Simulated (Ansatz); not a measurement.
Molecular dynamics, with input and output: C$_{2}$H$_{12}$FNSi$_{3}$ (part 5 of 5)

The same run, continued: C$_{2}$H$_{12}$FNSi$_{3}$; RKS r2SCANh/STO-3G (Ansatz 0.2.0). It belongs to a series of runs on one base structure; here: dynamics from the start.

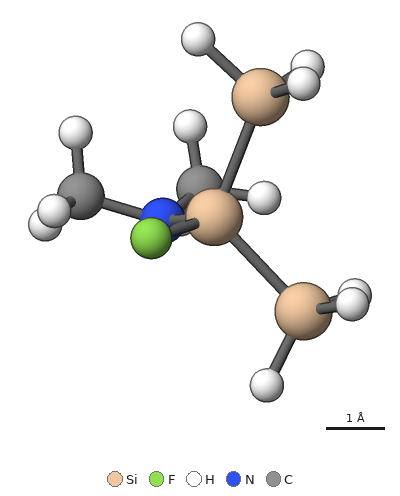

Figure 1. The geometry at step 105 of the log (ball-and-stick view, seen at a tilt).

Trajectory as extended XYZ, continued
```
19
Properties=species:S:1:pos:R:3:forces:R:3 step=94 time_fs=94.0 energy=-29747.56506 temperature=131.5
Si    0.1624   -0.1328    0.0472   -1.0076   0.2000  -0.0866
F     0.0810   -0.2745    1.6971    0.1883  -0.1523  -0.3837
Si    2.2962   -0.0265   -0.7134    0.5245  -0.6832  -0.2569
H     3.0744   -1.1282   -0.1981   -0.0961   0.0537   0.3205
H     2.5387   -0.1864   -2.1502   -0.4414   0.5591   0.4411
H     2.8744    1.1764   -0.1779    0.1985   0.1974  -0.2635
Si   -1.2245    1.6288   -0.5216   -0.1102  -0.5070   1.9446
H    -2.5308    1.3552    0.1429    0.8932   0.4385  -0.6500
H    -0.6958    2.9068   -0.0669   -0.2307  -0.2454  -0.0699
H    -1.3811    1.7001   -1.9135   -0.2875   0.0928  -1.1167
N    -0.5301   -1.6539   -0.5748    0.3140  -0.1364   0.7349
C    -1.6028   -2.3521    0.1775   -0.4023   2.2888  -0.8244
H    -1.4321   -2.1805    1.2231    0.1023  -0.1485   1.2093
H    -2.6431   -2.0158   -0.0689    0.4427   0.1505   0.0626
H    -1.5686   -3.3771   -0.0732    0.1163  -2.1830  -0.1285
C    -0.7987   -1.7381   -2.0078   -0.7727   0.5667  -0.5305
H    -1.8378   -1.3676   -2.2417    0.6102  -0.2310  -0.1927
H    -0.0795   -1.1141   -2.5677   -0.0617  -0.2433  -0.0383
H    -0.7331   -2.7844   -2.3504    0.0201  -0.0174  -0.1713
19
Properties=species:S:1:pos:R:3:forces:R:3 step=97 time_fs=97.0 energy=-29747.65901 temperature=173.1
Si    0.1572   -0.1357    0.0453   -0.6876   0.2112   0.1441
F     0.0909   -0.2745    1.7031    0.1040  -0.1556  -0.6147
Si    2.2915   -0.0252   -0.7040    0.3933  -0.2539   0.2437
H     3.0710   -1.1254   -0.1768   -0.0751   0.1954   0.2244
H     2.4880   -0.1674   -2.1318   -0.2630   0.4322   0.0648
H     2.8263    1.2204   -0.1847    0.1791  -0.1761  -0.3534
Si   -1.2143    1.6246   -0.5227    0.0623   0.0648   0.1581
H    -2.5081    1.3861    0.0916    0.1337   0.1473  -0.1705
H    -0.7424    2.9252   -0.0826   -0.0287  -0.2340   0.0421
H    -1.4002    1.7405   -1.9525   -0.0256  -0.1159   0.0711
N    -0.5208   -1.6497   -0.5866   -0.2262  -0.8368   0.8664
C    -1.5980   -2.3484    0.1864    0.4124  -0.9859  -0.9980
H    -1.4188   -2.1612    1.2527   -0.0478  -0.2956   0.2295
H    -2.6201   -1.9803   -0.0754    0.2369  -0.1452   0.1065
H    -1.5612   -3.4802   -0.0639   -0.1221   1.8587   0.6850
C    -0.8196   -1.7432   -2.0240    0.6618   1.2886   0.0595
H    -1.8430   -1.3915   -2.2234   -0.2886   0.0850  -0.4535
H    -0.0990   -1.0830   -2.5696   -0.5112  -0.6726   0.0261
H    -0.7372   -2.7775   -2.3633    0.0922  -0.4116  -0.3311
19
Properties=species:S:1:pos:R:3:forces:R:3 step=100 time_fs=100.0 energy=-29747.65797 temperature=174.2
Si    0.1497   -0.1380    0.0437   -0.3353   0.2061   0.3673
F     0.1012   -0.2754    1.7063    0.0133  -0.1561  -0.7370
Si    2.2880   -0.0246   -0.6938   -0.0410   0.2428   0.7504
H     3.0619   -1.1074   -0.1363    0.0747   0.1175   0.0737
H     2.4148   -0.1122   -2.1095   -0.0319   0.1256  -0.5069
H     2.7940    1.2515   -0.2205    0.2138  -0.2606  -0.2259
Si   -1.2038    1.6205   -0.5234    0.5401   0.3896  -1.6557
H    -2.4784    1.4291    0.0272   -1.0953  -0.2274   0.4976
H    -0.7907    2.9260   -0.0941    0.2924   0.1139   0.2162
H    -1.4215    1.7710   -1.9883    0.2779  -0.3103   1.0072
N    -0.5127   -1.6506   -0.5933   -0.4554  -1.1762   0.4504
C    -1.5901   -2.3492    0.1893    1.2171   0.0797   1.1130
H    -1.4095   -2.1659    1.3002   -0.2420  -0.2970  -1.3760
H    -2.5809   -1.9545   -0.0738   -0.4987  -0.1064   0.0222
H    -1.5624   -3.4590   -0.0055   -0.1028   0.9086   0.1241
C    -0.8371   -1.7407   -2.0397    0.0389  -0.6272   0.7402
H    -1.8665   -1.4106   -2.2412   -0.3038   0.0984  -0.2843
H    -0.1515   -1.0988   -2.5756    0.4734   0.3068  -0.6911
H    -0.7350   -2.7945   -2.4000   -0.0353   0.5722   0.1146
19
Properties=species:S:1:pos:R:3:forces:R:3 step=103 time_fs=103.0 energy=-29747.65563 temperature=173.8
Si    0.1413   -0.1396    0.0433   -0.0447   0.1570   0.4941
F     0.1117   -0.2769    1.7063   -0.0774  -0.1626  -0.7345
Si    2.2844   -0.0234   -0.6816   -0.4597   0.3963  -0.0079
H     3.0592   -1.0797   -0.0895    0.2145  -0.0291  -0.0973
H     2.3380   -0.0461   -2.1226    0.1091  -0.1853   0.0075
H     2.7806    1.2630   -0.2746    0.3114   0.0305   0.0734
Si   -1.1921    1.6175   -0.5284   -0.7635   0.4901  -0.3820
H    -2.5249    1.4556   -0.0023   -0.0144  -0.2109   0.1545
H    -0.8155    2.9334   -0.0885    0.3985   0.0281   0.1960
H    -1.4208    1.7767   -1.9504    0.2848  -0.2459   0.0406
N    -0.5074   -1.6586   -0.5972   -0.3834  -1.0609  -0.1095
C    -1.5748   -2.3476    0.1981   -0.1341   2.9501  -0.3563
H    -1.4164   -2.1911    1.2561    0.2267   0.4129   0.7937
H    -2.5743   -1.9406   -0.0680   -0.0078  -0.3256   0.1886
H    -1.5717   -3.3857    0.0601    0.0056  -2.5068  -0.7816
C    -0.8541   -1.7408   -2.0509   -0.2454   0.2787   0.1961
H    -1.9093   -1.4229   -2.2813    0.5933  -0.1182   0.2002
H    -0.1751   -1.0989   -2.6303    0.0510   0.0436  -0.0346
H    -0.7350   -2.7741   -2.4301   -0.0645   0.0580   0.1591
19
Properties=species:S:1:pos:R:3:forces:R:3 step=105 time_fs=105.0 energy=-29747.61429 temperature=155.0
Si    0.1355   -0.1404    0.0438    0.1301   0.0982   0.4779
F     0.1185   -0.2783    1.7043   -0.1388  -0.1749  -0.6521
Si    2.2813   -0.0219   -0.6733   -0.5486   0.4995  -0.5666
H     3.0669   -1.0616   -0.0620    0.2019  -0.0435  -0.2325
H     2.2913   -0.0091   -2.1348    0.2018  -0.3781   0.4785
H     2.7859    1.2700   -0.3090    0.2927   0.1126   0.2124
Si   -1.1853    1.6164   -0.5327   -1.5773   0.6096   1.0846
H    -2.5648    1.4628   -0.0118    0.9101  -0.1406  -0.1538
H    -0.8134    2.9405   -0.0751    0.3406  -0.2522   0.0734
H    -1.4066    1.7682   -1.9168    0.1729  -0.1050  -1.0315
N    -0.5051   -1.6677   -0.6001   -0.2472  -0.7092  -0.3779
C    -1.5643   -2.3366    0.2036   -0.7274   0.0261  -1.3731
H    -1.4136   -2.1932    1.2475    0.4373   0.6142   1.5689
H    -2.5744   -1.9450   -0.0565    0.0988  -0.2584   0.1665
H    -1.5781   -3.4298    0.0726    0.0634  -0.0617  -0.4825
C    -0.8664   -1.7405   -2.0571    0.5270   1.1755  -0.2463
H    -1.9154   -1.4354   -2.3014    0.3579   0.0006   0.3416
H    -0.1839   -1.0932   -2.6739   -0.4795  -0.3968   0.6814
H    -0.7380   -2.7533   -2.4425   -0.0157  -0.6160   0.0314
19
Properties=species:S:1:pos:R:3:forces:R:3 step=108 time_fs=108.0 energy=-29747.56802 temperature=135.9
Si    0.1271   -0.1414    0.0458    0.3121  -0.0251   0.2945
F     0.1281   -0.2811    1.6991   -0.2302  -0.2118  -0.4067
Si    2.2752   -0.0183   -0.6622   -0.3209   0.8345  -0.4371
H     3.0915   -1.0370   -0.0388    0.0558   0.0085  -0.3995
H     2.2365    0.0179   -2.1195    0.3088  -0.5470   0.3544
H     2.8129    1.2862   -0.3453    0.0676  -0.1452   0.2457
Si   -1.1791    1.6163   -0.5364   -1.4634   0.7036   0.7695
H    -2.5601    1.4637   -0.0368    0.7846  -0.1222  -0.1055
H    -0.7867    2.9315   -0.0511    0.2403  -0.3746  -0.0627
H    -1.3725    1.7485   -1.9385    0.2241  -0.0427  -0.6676
N    -0.5028   -1.6844   -0.6064    0.0412   0.0356  -0.6290
C    -1.5525   -2.3219    0.2062   -0.4730  -2.3190   1.1625
H    -1.3823   -2.1585    1.3140    0.0661   0.0556  -1.1818
H    -2.5716   -1.9664   -0.0292   -0.2053   0.1338  -0.0085
H    -1.5817   -3.4785    0.0619    0.2049   2.0326   0.0574
C    -0.8811   -1.7343   -2.0678    0.9528  -0.4436   0.1571
H    -1.9095   -1.4509   -2.3082   -0.6012   0.2812   0.2666
H    -0.2259   -1.1082   -2.6933    0.1530   0.1948   0.3570
H    -0.7446   -2.7608   -2.4567   -0.1173  -0.0491   0.2339
19
Properties=species:S:1:pos:R:3:forces:R:3 step=111 time_fs=111.0 energy=-29747.64866 temperature=171.1
Si    0.1197   -0.1425    0.0487    0.3423  -0.1586  -0.0790
F     0.1368   -0.2850    1.6919   -0.3161  -0.2725  -0.0619
Si    2.2682   -0.0121   -0.6523   -0.0252   0.9655   0.2697
H     3.1213   -1.0125   -0.0487   -0.0514  -0.0545  -0.3639
H     2.2075   -0.0009   -2.0787    0.3145  -0.5070  -0.4540
H     2.8459    1.2908   -0.3610   -0.1399  -0.2828   0.1950
Si   -1.1771    1.6182   -0.5382    0.0858   0.3918  -1.3496
H    -2.4985    1.4534   -0.0677   -0.7999  -0.1790   0.3832
H    -0.7388    2.8939   -0.0311    0.1994   0.0133  -0.0204
H    -1.3190    1.7248   -2.0094    0.2816  -0.0347   0.9107
N    -0.5003   -1.7011   -0.6165    0.3115   0.6751  -0.5498
C    -1.5446   -2.3209    0.2154   -0.7376   0.6752   1.0229
H    -1.3429   -2.1166    1.3031   -0.0181  -0.2172  -0.9053
H    -2.5809   -1.9784   -0.0007    0.1340   0.2591   0.0246
H    -1.5690   -3.3872    0.0521    0.1425  -1.1296  -0.0114
C    -0.8903   -1.7308   -2.0771   -0.3308  -1.3074   0.7863
H    -1.9420   -1.4461   -2.2909    0.0734   0.0926   0.2796
H    -0.2544   -1.1061   -2.6849    0.7003   0.6567  -0.2416
H    -0.7608   -2.7740   -2.4530   -0.1666   0.4138   0.1647
19
Properties=species:S:1:pos:R:3:forces:R:3 step=114 time_fs=114.0 energy=-29747.64793 temperature=172.8
Si    0.1133   -0.1440    0.0513    0.3158  -0.2316  -0.5108
F     0.1440   -0.2900    1.6845   -0.3821  -0.3393   0.2818
Si    2.2610   -0.0031   -0.6418    0.0446   0.5317  -0.1071
H     3.1475   -0.9933   -0.0886   -0.0692  -0.2079  -0.1157
H     2.2052   -0.0623   -2.0704    0.2631  -0.2755  -0.3562
H     2.8686    1.2746   -0.3599   -0.1129   0.0653   0.1411
Si   -1.1750    1.6213   -0.5436    0.4238  -0.1325  -1.1207
H    -2.4939    1.4293   -0.0701   -0.7707  -0.0012   0.2612
H    -0.6742    2.8561   -0.0129    0.0638   0.2366   0.0002
H    -1.2431    1.6989   -2.0141    0.0646   0.1029   0.7862
N    -0.4960   -1.7138   -0.6299    0.3338   0.9121  -0.0599
C    -1.5420   -2.3168    0.2301   -0.8097   0.5153  -1.9618
H    -1.3006   -2.0884    1.2357    0.3784   0.0625   1.8610
H    -2.5807   -1.9695    0.0294    0.2087   0.1847   0.0068
H    -1.5448   -3.3745    0.0426   -0.0723  -1.3222   0.2204
C    -0.9007   -1.7346   -2.0814   -0.0111   0.8589   0.4663
H    -1.9701   -1.4325   -2.2511    0.5975  -0.0283   0.0869
H    -0.2368   -1.0615   -2.6856   -0.4599  -0.5658   0.4821
H    -0.7899   -2.7616   -2.4386   -0.0060  -0.3656  -0.3619
```

This output came from the following input.

Input file
```yaml
crystal:
  periodic: [false, false, false]
  atoms:
    - { symbol: Si, position_ang: [0.140089, -0.167122, 0.069809] }
    - { symbol: F, position_ang: [0.17475, -0.33264, 1.70892] }
    - { symbol: Si, position_ang: [2.230107, 0.062546, -0.791948] }
    - { symbol: H, position_ang: [2.956271, -1.183836, -0.802646] }
    - { symbol: H, position_ang: [2.168863, 0.55614, -2.146801] }
    - { symbol: H, position_ang: [2.990884, 1.016048, -0.020941] }
    - { symbol: Si, position_ang: [-1.230861, 1.582356, -0.45614] }
    - { symbol: H, position_ang: [-2.438842, 1.599064, 0.335014] }
    - { symbol: H, position_ang: [-0.558641, 2.844141, -0.251831] }
    - { symbol: H, position_ang: [-1.621003, 1.527007, -1.845584] }
    - { symbol: "N", position_ang: [-0.494947, -1.754089, -0.479519] }
    - { symbol: C, position_ang: [-1.867245, -2.034399, 0.041812] }
    - { symbol: H, position_ang: [-1.874606, -1.876969, 1.131476] }
    - { symbol: H, position_ang: [-2.658239, -1.397873, -0.406033] }
    - { symbol: H, position_ang: [-2.133333, -3.084851, -0.159007] }
    - { symbol: C, position_ang: [-0.486702, -1.947955, -1.959066] }
    - { symbol: H, position_ang: [-1.179706, -1.278339, -2.509421] }
    - { symbol: H, position_ang: [0.529803, -1.77941, -2.346477] }
    - { symbol: H, position_ang: [-0.775843, -2.985119, -2.194219] }
basis:
  gaussian: { orbitals: STO-3G }
hamiltonian:
  xc: r2scanh
md:
  timestep: 1.0
  n_steps: 114
  ensemble: nvt_nose_hoover
  temperature: 300.0
  initial_velocities: maxwell_boltzmann
  seed: 397781
  nose_hoover: { tau: 300.0, chain_length: 1 }
  temperature_schedule:
    - { n_steps: 28, end_temperature: 300.0 }
    - { n_steps: 85, end_temperature: 900.0 }
```

Run as:
```bash
ansatz run input.yaml --threads 1 --pin off --max-ram 2048MiB --backend cpu --events-out ev --progress --plain --runs-dir out
```

Results in brief

| quantity | value |
| --- | --- |
| outcome | finished |
| mean temperature over the second half | 153 K |
| trajectory | 114 steps, 114 fs |
| ensemble | nvt_nose_hoover |
| temperature in the input | 300.0 K |
| time step | 1.0 fs |
| potential energy (last step) | −29747.6479 eV |
| mean-field energy (last step) | −29747.6479 eV |
| largest force (length of the vector) (last step) | 2.184 eV/Å |
| hardware | 1 thread of Arm Neoverse V1, 24 GiB of memory available, shared host |
| wall time | 21 min |
| peak memory | 0.2 GiB |

So short a trajectory is not equilibrated. The temperature stays far from the 300 K of the thermostat over the second half: the run isn't equilibrated.
